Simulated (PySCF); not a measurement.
Molecule: H3Si, SMILES [SiH3], doublet. Atoms near the plane z = 0.6 Å, at the PBE/def2-SVP optimised geometry (x, y, z in Å): Si1 (-0.5, -0.3, 0.0), H2 (1.0, -0.3, 0.0), H3 (-1.0, -1.1, 1.2), H4 (-1.0, 1.1, 0.0).

Method: unrestricted PBE/def2-TZVP run with PySCF. The values are rescaled to run from 0 to 1.

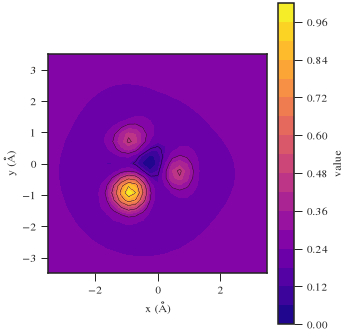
a field on the plane z = 0.6 Å.

Question: Which quantity is mapped?
A) spin density
B) deformation density (molecule minus spherical neutral atoms)
C) Laplacian of the electron density
D) log10 of the electron density

Answer: B, deformation density (molecule minus spherical neutral atoms). In full: deformation density (molecule minus spherical neutral atoms) (e/bohr³).
